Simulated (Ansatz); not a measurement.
# GaP (F-43m): a volume series of phonon spectra

Wanted: mode Grüneisen parameters of GaP and a free-energy fit over volumes.

Experimental results on record:
- volume expansion coefficient 15.9 1e-6/K, heat capacity C_P per formula unit 44.2 J/mol/K and bulk modulus 88.7 GPa near room temperature (given in “High-Throughput Prediction of Finite-Temperature Properties using the Quasi-Harmonic Approximation”, 2016, arXiv:1603.06924)

Main program and level: Ansatz 0.2.0; DFT LDA, scalar-relativistic, plane waves, PAW.

## 1. The starting structure

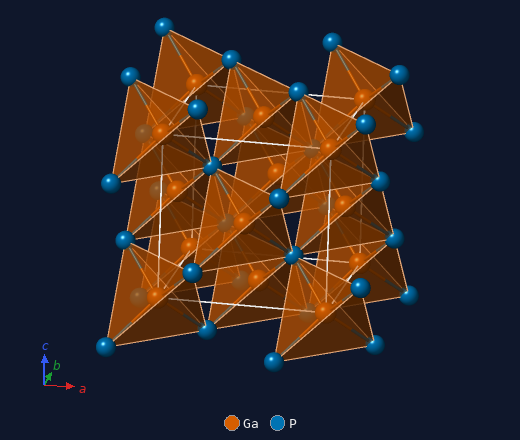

The starting structure, seen slightly off an axis (gallium orange, phosphorus blue). This picture shows the conventional cell, with its axes. Some periodic images of atoms are drawn too.

## 2. A first coarse run

A cheap single point shows whether the cell is a metal or an insulator and how far it is from rest; that sets the k-mesh and the occupations of what follows.

Input file input.yaml:

```yaml
crystal:
  lattice:
    - [0.0, 2.72525, 2.72525]
    - [2.72525, 0.0, 2.72525]
    - [2.72525, 2.72525, 0.0]
  atoms:
    - { symbol: Ga, position: [0.0, 0.0, 0.0] }
    - { symbol: P, position: [0.25, 0.25, 0.25] }
kpoints:
  mp_grid: { grid: [6, 6, 6] }
hamiltonian:
  xc: lda
scf:
  occupations: { method: gaussian, width: 0.1 }
output:
  forces: true
  stress: true
  eigenvalues: true
```

Command:

```bash
ansatz run input.yaml --threads 4 --pin off --max-ram 16384MiB --backend cpu --events-out ev --progress --plain --runs-dir out
```

Numbers of over 12 decimals in the logs are rounded to 6 here.

Output:

```text
Engine: ansatz 0.2.0, x86_64-unknown-linux-gnu
Pseudopotentials: kind: paw
Pseudopotential: Ga, paw, valence charge 13, recommended cutoff 420 eV (normal), Ga.paw.azcp
Pseudopotential: P, paw, valence charge 5, recommended cutoff 420 eV (normal), P.paw.azcp
Functional definition: SPW92
  exchange = slater_x
  correlation = pw_c
Crystal: 2 atoms, lattice volume = 40.481 Å³
Basis set: ecut = 420 eV, 749 PW (Γ)
Bands: 13, of which v1, the nominal top of the filled ones, is band 9 counted from 1 (8 counted from 0)
Symmetry: 24 space group operations
Space group: F-43m (ITA 216), of the structure as read, at distance tolerance 3.4e-5 Å
k-points: 16 of 216 (time reversal used)
Non-local potential: Ga, projectors of the file, l = 0: 2, l = 1: 2, l = 2: 3, l = 3: 1
Non-local potential: P, projectors of the file, l = 0: 2, l = 1: 2, l = 2: 2
PAW form: soft (Blöchl's): semilocal exchange-correlation on the pseudo side does not see the compensation charge
PAW frozen core: Ga, regenerated for the run's functional, and the local potential with it (the file was generated under x = pbe(κ = 0.804, μ = 0.219515), c = pbe(β = 0.066725))
PAW frozen core: P, regenerated for the run's functional, and the local potential with it (the file was generated under x = pbe(κ = 0.804, μ = 0.219515), c = pbe(β = 0.066725))
PAW one-centre angular grid: Ga, 590 points (default); XC on 64 Gauss nodes
PAW one-centre angular grid: P, 110 points (default); XC on 64 Gauss nodes
Initial density: superposition of atomic densities (neutral atoms: chi_scale 0, normalization atom), corrected by the library's trained network
Initial wavefunctions: pseudopotential atomic-orbital guess
Functional: x = slater, c = lda
SCF iter   1: F=—  HF=-4433.744235 eV  |F-HF|=—  |Δ(HF+E_count)|=         —  Δρ=6.00e-3  dr2=1.48e-2  ethr=1.77e-3  ⟨swp⟩=6.1  Hψ=1344  notcnv=0
preconditioner: auto → none  [insulator: Δε(μ)=1.435 eV  Ē_g=15.498 eV  σ=0.100 eV  W_gap=1.00  n_scr=14 (ndim 8)  ℏωp=24.8 eV  f_vac=0.011  D(μ)=0.00/eV (n_scr^D=0)  ε∞_Penn≈3.6]
SCF iter   2: F=—  HF=-4433.739062 eV  |F-HF|=—  |Δ(HF+E_count)|=   5.17e-3  Δρ=2.96e-3  dr2=1.56e-3  ethr=8.21e-5  ⟨swp⟩=1.9  Hψ=376  notcnv=0
SCF iter   3: F=—  HF=-4433.738651 eV  |F-HF|=—  |Δ(HF+E_count)|=   4.11e-4  Δρ=9.40e-4  dr2=2.74e-4  ethr=8.64e-6  ⟨swp⟩=2.0  Hψ=359  notcnv=0
SCF iter   4: F=—  HF=-4433.738550 eV  |F-HF|=—  |Δ(HF+E_count)|=   1.01e-4  Δρ=3.47e-4  dr2=2.23e-5  ethr=1.52e-6  ⟨swp⟩=2.0  Hψ=350  notcnv=0
SCF iter   5: F=—  HF=-4433.738545 eV  |F-HF|=—  |Δ(HF+E_count)|=   4.55e-6  Δρ=1.85e-5  dr2=9.79e-8  ethr=1.24e-7  ⟨swp⟩=2.9  Hψ=362  notcnv=0
SCF iter   6: F=-4433.738545 eV  HF=-4433.738545 eV  |F-HF|=4.29e-9  |Δ(HF+E_count)|=   8.70e-9  Δρ=3.70e-6  dr2=6.63e-9  ethr=5.44e-10  ⟨swp⟩=4.4  Hψ=1121  notcnv=0
SCF 1 converged in 6 iterations: F = -4433.738545 eV  dr2 = 6.63e-9
  greatest PAW one-centre occupation: 0.994 electrons in one spin orbital (limit 2), on the Ga atom at site 0 (counted from 0), in its partial waves of l = 2
SCF converged after 6 iterations
Free energy (F): -4433.738545 eV
Harris-Foulkes:  -4433.738545 eV  (|F-HF|=4.29e-9)
Internal energy: -4433.738545 eV  (E = F + TS)
E sigma→0 (E₀):  -4433.738545 eV
Fermi energy:    7.591949 eV
--- Per-component energies (eV) ---
  E_band       = -64.404390
  E_kinetic    = 186.696888
  E_local      = -2206.027516  (includes V_loc(G=0)·N_el)
  E_nonlocal   = 462.041098
  E_hartree    = 1017.480605
  E_xc         = -130.094121
  E_vxc        = -119.631435  (∫ρ·V_xc dr)
  E_paw        = -2453.036271  (= ΣΔE_a)
  E_vpaw       = -422.446254  (= ΣTr[D̂ρ^β])
  E_aug_tail   = -0.000117  (compensation charges beyond the density's cutoff)
  E_ewald      = -1312.644944
  E_core_change = 1.845831  (= ΣΔE_core)
  E_smearing   = -0.000000  (= −TS)
  E_closure    = 0.000000  (closes the sum)
  Σ components = -4433.738545   (vs F -4433.738545, Δ=0.00e0)
--- Forces (eV/Å), atoms counted from 1 ---
  atom   1  Ga     0.00000000    -0.00000000     0.00000000
  atom   2  P     -0.00000000     0.00000000     0.00000000
  max |Σ_I F_I| component: 9.25e-17 eV/Å
--- Stress (GPa, compression-positive) ---
       -2.730405       0.000000      -0.000000
       -0.000000      -2.730405       0.000000
        0.000000       0.000000      -2.730405
  P = ⅓ Tr σ = -2.7304 GPa (-27.304 kbar)
--- Band table (eV; the first three rows and the last of 16) ---
  k-point 0: bands = [... 5 lower, -5.6732, 6.8480, 6.8480, 6.8480, 8.4543, 10.6292, 10.6292, 10.6292]
  k-point 1: bands = [... 5 lower, -5.3172, 4.4042, 6.4703, 6.4703, 9.0909, 11.1818, 11.1818, 11.7258]
  k-point 2: bands = [... 5 lower, -4.3650, 1.5694, 5.9296, 5.9296, 8.5719, 11.5617, 11.5617, 14.2503]
  k-point 15: bands = [... 5 lower, -2.6005, 0.1418, 3.4274, 3.5340, 10.1911, 10.3705, 14.2598, 14.2846]
```

It took 0.35 s on 4 threads of Intel Xeon Platinum 8488C (Sapphire Rapids), shared host; peak memory 0.34 GiB.

This step gave:

```
pressure          : -2.730 GPa
gap on the k-mesh : 1.491 eV
volume per atom   : 20.24 Å³
```

The start is under -2.7 GPa at this level and looks like an insulator or semiconductor on this mesh.

## 3. Relaxation

Phonons are second derivatives about a minimum, so cell and atoms are relaxed first, inside the symmetry of the start.

input.yaml, the sections that differ from step 2:

```yaml
kpoints:
  mp_grid: { grid: [8, 8, 8] }
scf:
  occupations: { method: gaussian, width: 0.02 }
output:
  forces: true
  stress: true
  eigenvalues: true
  write_density: true
  write_potential: true
  elf: true
  volumetric_format: npy
relax:
  adjacent_minimum: "off"
  f_tol: 0.005
  max_steps: 80
  cell: { stress_tol: 0.05 }
# crystal, hamiltonian: as in step 2
```

Output:

```text
[...]
Crystal: 2 atoms, lattice volume = 40.481 Å³
Basis set: ecut = 420 eV, 749 PW (Γ)
Bands: 13, of which v1, the nominal top of the filled ones, is band 9 counted from 1 (8 counted from 0)
Symmetry: 24 space group operations
[...]
k-points: 29 of 512 (time reversal used)
[...]
SCF iter   1: F=—  HF=-4433.760303 eV  |F-HF|=—  |Δ(HF+E_count)|=         —  Δρ=6.34e-3  dr2=1.69e-2  ethr=1.77e-3  ⟨swp⟩=6.5  Hψ=2585  notcnv=0
[...]
SCF iter   6: F=-4433.754006 eV  HF=-4433.754006 eV  |F-HF|=6.82e-9  |Δ(HF+E_count)|=   1.46e-8  Δρ=4.10e-6  dr2=8.70e-9  ethr=5.56e-10  ⟨swp⟩=10.7  Hψ=2696  notcnv=0
SCF 1 converged in 6 iterations: F = -4433.754006 eV  dr2 = 8.70e-9
[...]
relax step   1: F+E_penalty+E_count = -4433.75400642 eV  Δ(F+E_penalty+E_count) = +0.000e0 eV  max|allowed force component| = 2.683e-16 eV/Å  Δτ_max = 0.0000 Å  P = -2.749 GPa  Ω = 40.481 Å³  (6 SCF iters, dr2 threshold 1.00e-7 eV, accepted)
Crystal: 2 atoms, lattice volume = 39.560 Å³
[...]
iter 1 solved again at ethr=4.96e-6 eV; its pass at ethr=3.10e-3 eV (dr2=8.93e-4 eV) is discarded
[...]
SCF iter   5: F=-4433.764752 eV  HF=-4433.764752 eV  |F-HF|=2.99e-9  |Δ(HF+E_count)|=   3.75e-7  Δρ=1.51e-5  dr2=5.05e-8  ethr=1.11e-9  ⟨swp⟩=11.1  Hψ=3364  notcnv=0
SCF 2 converged in 5 iterations: F = -4433.764752 eV  dr2 = 5.05e-8
  Residual-converged pass: ⟨swp⟩=1.1  Hψ=496  notcnv=0  max |occ|·‖R‖ = 6.9e-9 eV (tolerance 1.0e-8 eV)  dr2=5.05e-8  dr2_onsite=6.49e-9  max |Δocc| = 0.0e0
relax step   2: F+E_penalty+E_count = -4433.76475210 eV  Δ(F+E_penalty+E_count) = -1.075e-2 eV  max|allowed force component| = 4.626e-17 eV/Å  Δτ_max = 0.0000 Å  P = -0.861 GPa  Ω = 39.560 Å³  energy of the carried Pulay correction = +2.548e-4 eV  (5 SCF iters, dr2 threshold 2.00e-7 eV, accepted)
Crystal: 2 atoms, lattice volume = 39.154 Å³
[...]
SCF iter   4: F=-4433.765902 eV  HF=-4433.765902 eV  |F-HF|=2.11e-7  |Δ(HF+E_count)|=   7.77e-7  Δρ=2.39e-5  dr2=1.15e-7  ethr=1.11e-9  ⟨swp⟩=10.5  Hψ=3459  notcnv=0
SCF 3 converged in 4 iterations: F = -4433.765902 eV  dr2 = 1.15e-7
relax step   3: F+E_penalty+E_count = -4433.76590202 eV  Δ(F+E_penalty+E_count) = -1.150e-3 eV  max|allowed force component| = 7.864e-17 eV/Å  Δτ_max = 0.0000 Å  P = +0.052 GPa  Ω = 39.154 Å³  energy of the carried Pulay correction = +3.690e-4 eV  (4 SCF iters, dr2 threshold 2.00e-7 eV, accepted)
[...]
relax step   4: F+E_penalty+E_count = -4433.76589950 eV  Δ(F+E_penalty+E_count) = +2.512e-6 eV  max|allowed force component| = 5.089e-17 eV/Å  Δτ_max = 0.0000 Å  P = +0.001 GPa  Ω = 39.176 Å³  energy of the carried Pulay correction = +3.628e-4 eV  (4 SCF iters, dr2 threshold 6.71e-9 eV, accepted)
[...]
SCF iter   1: F=—  HF=-4433.765545 eV  |F-HF|=—  |Δ(HF+E_count)|=         —  Δρ=3.96e-5  dr2=1.18e-7  ethr=1.45e-6  ⟨swp⟩=3.0  Hψ=3473  notcnv=0
eigensolver tolerance schedule: the retry pair's looser diagonalisation over-reported the residual by 2211.88 of it (diagonalisation noise at an unbounded share of the residual, at the tolerance the schedule requests for it); recorded, not acted on — ethr = c·dr2/N_el stays at c = 1.0e-1
[...]
SCF iter   2: F=—  HF=-4433.765545 eV  |F-HF|=—  |Δ(HF+E_count)|=   2.30e-8  Δρ=2.55e-5  dr2=7.83e-8  ethr=6.53e-10  ⟨swp⟩=2.7  Hψ=689  notcnv=0
[...]
SCF iter   5: F=-4433.765545 eV  HF=-4433.765545 eV  |F-HF|=4.55e-12  |Δ(HF+E_count)|=  5.55e-11  Δρ=2.94e-7  dr2=7.24e-12  ethr=1.00e-12  ⟨swp⟩=7.3  Hψ=2062  notcnv=0
SCF 5 converged in 5 iterations: F = -4433.765545 eV  dr2 = 7.24e-12
relax step   5: F+E_penalty+E_count = -4433.76554488 eV  Δ(F+E_penalty+E_count) = +3.546e-4 eV  max|allowed force component| = 5.667e-17 eV/Å  Δτ_max = 0.0000 Å  P = -0.005 GPa  Ω = 39.176 Å³  stress off target by 4.62e-3 GPa  SCF on the basis re-selected at this cell (its energy is not comparable with the rows above)  (5 SCF iters)
basis re-selected at this cell: Δ(F+E_penalty+E_count) = +3.546e-4 eV, ΔP = -0.005 GPa vs the last step (what re-selecting the basis moved, of the pressure what is left beyond the Pulay correction that the steps carried, after the strain that the cell walked since its last selection, with what the two solves' SCF thresholds leave and, on support functions, any second-order correction that the steps lacked; it is no m [...]
SCF converged after 5 iterations
Free energy (F): -4433.765545 eV
[...]
Internal energy: -4433.765545 eV  (E = F + TS)
E sigma→0 (E₀):  -4433.765545 eV
Fermi energy:    7.976979 eV
[...]
--- Stress (GPa, compression-positive) ---
       -0.004618       0.000000       0.000000
        0.000000      -0.004618       0.000000
        0.000000       0.000000      -0.004618
  P = ⅓ Tr σ = -0.0046 GPa (-0.046 kbar)
--- Band table (eV; the first three rows and the last of 29) ---
  k-point 0: bands = [... 5 lower, -5.5087, 7.2617, 7.2617, 7.2617, 9.1426, 11.0386, 11.0386, 11.0386]
  k-point 1: bands = [... 5 lower, -5.2976, 5.5793, 7.0151, 7.0151, 9.7185, 11.4059, 11.4059, 11.6762]
  k-point 2: bands = [... 5 lower, -4.6974, 3.2512, 6.5579, 6.5579, 9.3632, 11.9249, 11.9249, 13.6086]
  k-point 28: bands = [... 5 lower, -2.2470, 0.4738, 3.4835, 3.6265, 11.8601, 12.1655, 13.2567, 13.3183]
--- Relaxed structure (4 steps of the walk, 4 accepted, 1 SCFs on fresh bases) ---
  F+E_penalty+E_count = -4433.76554488 eV   max|allowed force component| = 5.667e-17 eV/Å   (the final SCF, on the basis selected at the relaxed cell)
  cell:  # Å, volume = 39.1760 Å³
    - [0, 2.695650, 2.695650]
    - [2.695650, 0, 2.695650]
    - [2.695650, 2.695650, 0]
  atoms:
    - { symbol: Ga, position: [0, 0, 0] }
    - { symbol: P, position: [0.25, 0.25, 0.25] }
```

Wall time 3.4 s (4 threads); peak memory 0.4 GiB; 12 s of CPU time.

Relaxation path:

| step | energy less that of the first step (eV) | largest force component (eV/Å) | pressure (GPa) | volume (Å³) |
| --- | --- | --- | --- | --- |
| 1 | 0.0000 | 0.0000 | -2.75 | 40.48 |
| 2 | -0.0107 | 0.0000 | -0.86 | 39.56 |
| 3 | -0.0119 | 0.0000 | 0.05 | 39.15 |
| 4 | -0.0119 | 0.0000 | 0.00 | 39.18 |
| 5* | -0.0115 | 0.0000 | 0.00 | 39.18 |

Relaxation steps marked * repeat the geometry before them on a plane-wave basis chosen anew for their cell, so energy and pressure can jump there.

The run keeps the 24 symmetry operations that it works with, so distortions that break them were not tested.

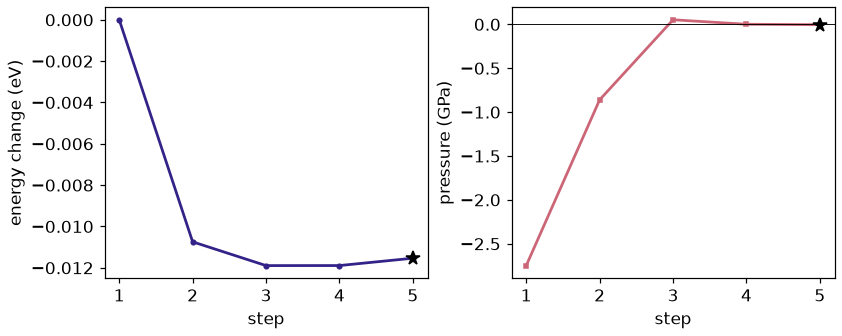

Energy and pressure along the relaxation. Stars mark steps on a basis chosen anew.

| conventional cell, symmetrised | before | after | change |
| --- | --- | --- | --- |
| a (Å) | 5.451 | 5.391 | -1.1 % |
| b (Å) | 5.451 | 5.391 | -1.1 % |
| c (Å) | 5.451 | 5.391 | -1.1 % |
| volume (Å³/atom) | 20.24 | 19.59 | -3.2 % |

The relaxed structure:

```xyz
2
Lattice="0.0000 2.6957 2.6957 2.6957 0.0000 2.6957 2.6957 2.6957 0.0000" Properties=species:S:1:pos:R:3 pbc="T T T"
Ga    0.0000    0.0000    0.0000
P     1.3478    1.3478    1.3478
```

Numbers from this step:

| Property | Result |
| --- | --- |
| pressure | -0.004618 GPa |
| gap on the k-mesh | 1.431 eV |
| volume per atom | 19.59 Å³ |

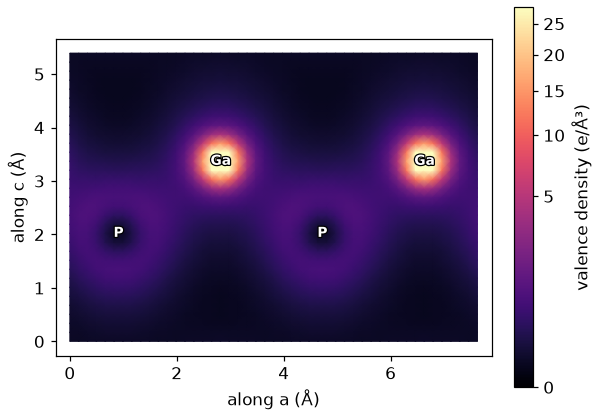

Valence density in the ac plane of a cell with a along [110], b along [-110] and c along [001] of the cube at fractional y = 0.000, with atoms of Ga and P within 0.2 Å of it. It is the smooth field of the valence electrons, not physical close to the nuclei. The map starts off the cell's origin, so that atoms lie inside it. The colour scale is stretched toward low values.

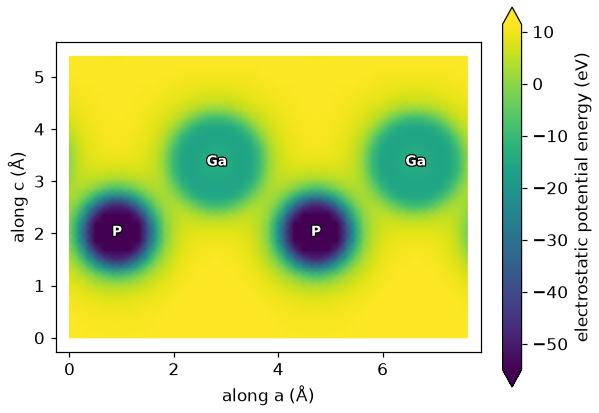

Electrostatic potential energy in the ac plane of a cell with a along [110], b along [-110] and c along [001] of the cube at fractional y = 0.000, with atoms of Ga and P within 0.2 Å of it. With pseudopotentials it is smooth inside the atoms' cores, unlike the true potential. The map starts off the cell's origin, so that atoms lie inside it.

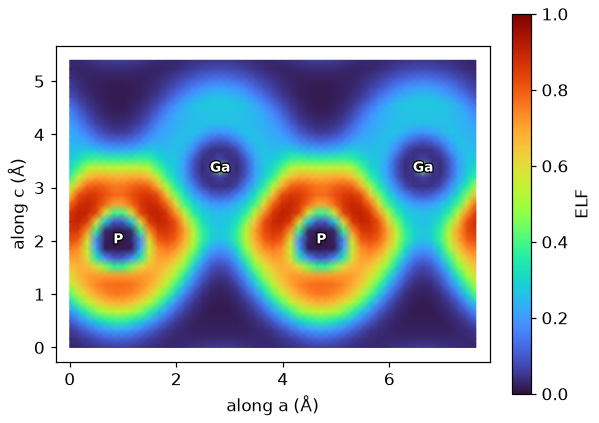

ELF in the ac plane of a cell with a along [110], b along [-110] and c along [001] of the cube at fractional y = 0.000, with atoms of Ga and P within 0.2 Å of it. It is the smooth field of the valence electrons, not physical close to the nuclei. The map starts off the cell's origin, so that atoms lie inside it.

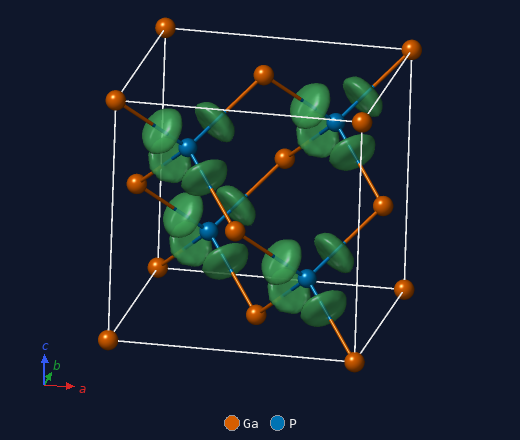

Surface of ELF = 0.83. Bonds to atoms that aren't drawn are left out.

The relaxation ends with a pressure of 0.00 GPa.

## 4. Tight relaxation

The thresholds are tightened for a last relaxation ahead of the phonons, and where mesh or smearing change with them the cell follows.

Input file input.yaml:

```yaml
crystal:
  lattice:
    - [0.0, 2.6956500719, 2.6956500719]
    - [2.6956500719, 0.0, 2.6956500719]
    - [2.6956500719, 2.6956500719, 0.0]
  atoms:
    - { symbol: Ga, position: [0.0, 0.0, 0.0] }
    - { symbol: P, position: [0.25, 0.25, 0.25] }
kpoints:
  mp_grid: { grid: [8, 8, 8] }
hamiltonian:
  xc: lda
scf:
  occupations: { method: fixed }
output:
  forces: true
  stress: true
  eigenvalues: true
relax:
  adjacent_minimum: "off"
  f_tol: 0.001
  max_steps: 60
  cell: { stress_tol: 0.01 }
```

Output:

```text
[...]
Crystal: 2 atoms, lattice volume = 39.176 Å³
Basis set: ecut = 420 eV, 749 PW (Γ)
Bands: 13, of which v1, the nominal top of the filled ones, is band 9 counted from 1 (8 counted from 0)
Symmetry: 24 space group operations
[...]
k-points: 29 of 512 (time reversal used)
[...]
k-point 28: bands = [... 5 lower, -2.2470, 0.4738, 3.4835, 3.6265, 11.8601, 12.1655, 13.2567, 13.3183]
--- Relaxed structure (1 steps of the walk, 1 accepted, 1 SCFs on fresh bases) ---
[...]
cell:  # Å, volume = 39.1760 Å³
    - [0.0, 2.6956500719, 2.6956500719]
    - [2.6956500719, 0.0, 2.6956500719]
    - [2.6956500719, 2.6956500719, 0.0]
  atoms:
    - { symbol: Ga, position: [0.0, 0.0, 0.0] }
    - { symbol: P, position: [0.25, 0.25, 0.25] }
[key lines of the parts left out:]
SCF converged after 6 iterations
Free energy (F): -4433.765545 eV
Fermi energy:    7.261654 eV
P = ⅓ Tr σ = -0.0046 GPa (-0.046 kbar)
```

Run time: 0.99 s. Hardware: 4 threads; peak memory 0.39 GiB.

Little changed from the start: no atom moved by 0.005 Å and no cell edge by 0.1 %.

The residual pressure is -0.0046 GPa, small enough for phonons.

[end of part 1 of 4]

[Logs are printed without paths, hosts, clocks, repeated set-up lines and the standing remarks that a program may print on its own settings, such as how far it seeks lower states.]

[Hosts, paths, dates, database ids (printed as entryN), source tags and the programs' standing remarks are cut or masked in the printed files.]

[A step with changed settings may run another functional than the one named; its input shows which.]

[Of the runs on displaced cells, only some may be shown.]
